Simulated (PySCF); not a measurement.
Run report: CoCl2, frequency calculation

System: CoCl2, multiplicity 2.
Method: UKS-based PBE, Co def2-TZVP, Cl def2-TZVP; non-relativistic Hamiltonian; density fitting (PySCF 2.14.0).

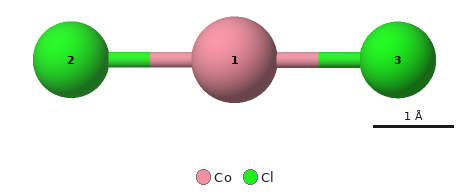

Figure 1. The input geometry (ball-and-stick view, seen on its broad side; atoms are numbered from 1 in the order of the input). Sticks mark near contacts.

## Input
```python
from pyscf import gto, scf, dft
mol = gto.M(atom='''
Co     0.000000     0.000000     0.000000
Cl    -0.000000     0.000000     2.066681
Cl     0.000000    -0.000000    -2.066681''',
    basis={'Co': 'def2-TZVP', 'Cl': 'def2-TZVP'},
    charge=0, spin=1)
mf = dft.UKS(mol, xc='PBE')
mf.grids.atom_grid = (75, 302)
aux = {'Co': 'def2-universal-JKFIT', 'Cl': 'def2-universal-JKFIT'}
mf = mf.density_fit(auxbasis=aux)
mf.conv_tol = 1e-09
mf.diis_space = 10
mf.max_cycle = 60
mf.verbose = 4
mf.kernel()
```

The script is an equivalent of the set-up of the self-consistent field. The run itself was carried out by a driver, which started from the orbitals of the step before it where there was one and computed the further properties.

Machine: 2 threads of Intel Xeon (Sapphire Rapids), 64 GiB of memory available, shared host.

Launch command:
```bash
OMP_NUM_THREADS=2 python axn.py task.json out
```

## What the program printed
```
init E= -2302.67321681511
  alpha nocc = 31  HOMO = -0.256868901310051  LUMO = -0.20648492636941
  beta  nocc = 30  HOMO = -0.241832599689235  LUMO = -0.217001522323234
  HOMO = -0.241832599689  LUMO = -0.217001522323  gap/eV = 0.67569
cycle= 1 E= -2302.67321681434  delta_E= 7.67e-10  |g|= 3.88e-05  |ddm|= 4.53e-05
  alpha nocc = 31  HOMO = -0.256879620433187  LUMO = -0.206496125147968
  beta  nocc = 30  HOMO = -0.241843478518004  LUMO = -0.217014885744008
  HOMO = -0.241843478518  LUMO = -0.217014885744  gap/eV = 0.67562
cycle= 2 E= -2302.67321679286  delta_E= 2.15e-08  |g|= 0.000246  |ddm|= 0.000185
  alpha nocc = 31  HOMO = -0.256867587377502  LUMO = -0.206483284674139
  beta  nocc = 30  HOMO = -0.241831146909792  LUMO = -0.217000044858609
  HOMO = -0.24183114691  LUMO = -0.217000044859  gap/eV = 0.67569
cycle= 3 E= -2302.67321681281  delta_E= -1.99e-08  |g|= 7.23e-05  |ddm|= 0.000144
  alpha nocc = 31  HOMO = -0.256870041239461  LUMO = -0.206485868110886
  beta  nocc = 30  HOMO = -0.241833642390555  LUMO = -0.217003103811098
  HOMO = -0.241833642391  LUMO = -0.217003103811  gap/eV = 0.67567
cycle= 4 E= -2302.67321681521  delta_E= -2.4e-09  |g|= 1.56e-06  |ddm|= 5.44e-05
  alpha nocc = 31  HOMO = -0.256869918405821  LUMO = -0.206485518766147
  beta  nocc = 30  HOMO = -0.241833400803447  LUMO = -0.217003145697996
  HOMO = -0.241833400803  LUMO = -0.217003145698  gap/eV = 0.67567
cycle= 5 E= -2302.67321681523  delta_E= -2e-11  |g|= 1.6e-06  |ddm|= 1.57e-05
  alpha nocc = 31  HOMO = -0.256869788190236  LUMO = -0.206485217151198
  beta  nocc = 30  HOMO = -0.241833189782122  LUMO = -0.217003101447966
  HOMO = -0.241833189782  LUMO = -0.217003101448  gap/eV = 0.67566
Extra cycle  E= -2302.67321681523  delta_E= -3.18e-12  |g|= 5.43e-06  |ddm|= 1.1e-05
converged SCF energy = -2302.67321681523  <S^2> = 1.6514822  2S+1 = 2.7578849
```

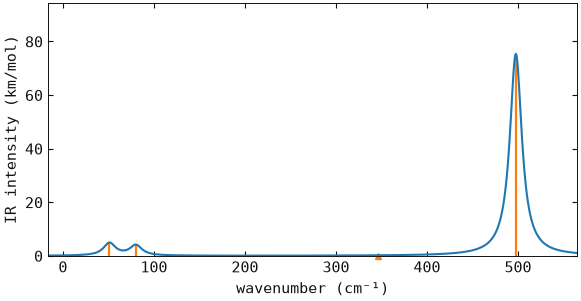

Figure 2. Harmonic infrared spectrum, unscaled: sticks (degenerate modes added up, dark ones marked on the axis) with a Lorentzian envelope of 16 cm⁻¹ full width, scaled to the tallest stick. 4 modes from 51 to 498 cm⁻¹, none imaginary. The strongest line is at 498 cm⁻¹ (75 km/mol). All modes, in cm⁻¹ (km/mol): 51 (4.7), 80 (3.9), 346 (0.0), 498 (75). The two bends of a linear molecule should be equal; they aren't, because the electronic state found breaks the axial symmetry.

## Results in brief

- outcome: converged
- total energy: −2302.673217 hartree
- ⟨S²⟩: 1.651
- zero-point energy: 0.002221 hartree
- dipole moment: 0.00 D
- wavenumbers, lowest and highest: 51 and 498 cm⁻¹
- wall time: 2 min (CPU time 3.7 min)
- peak memory: 0.98 GiB

Checks after the run noted: the SCF density has lower symmetry than the nuclear frame; spin contamination. ⟨S²⟩ is 1.65 against 0.75 for a pure state: the solution is spin-contaminated.
